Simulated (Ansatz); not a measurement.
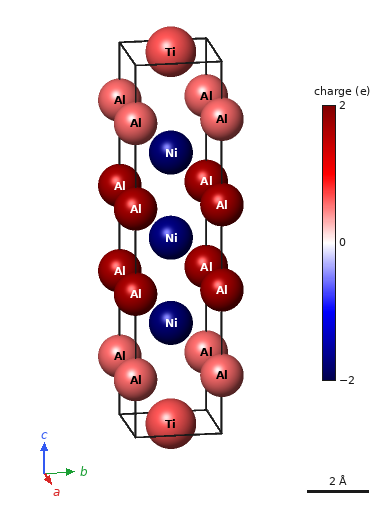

View slightly off an axis, drawn as a spheres-only model. The edges of the simulation cell are marked. The atoms of this TiAl4Ni3 cell are coloured by their Bader charge.

The calculation used DFT PBE, scalar-relativistic, plane waves, PAW (Ansatz), with an energy cutoff of 420 eV, 14×14×4 k-points, Gaussian smearing of 0.1 eV, no spin polarisation (a spin-restricted run, not always the ground state).

> Which way does the charge move?

Most positive: Al; most negative: Ni. Charges: about Ti +0.7 e; Al +0.6 to +1.7 e; Ni -1.7 e.

Origin of the cell: a structure type filled with these elements by a generator (whether the compound takes this form wasn't checked). Earlier steps of the study may have refined or changed the cell and positions. It was the input of a calculation with Ansatz.
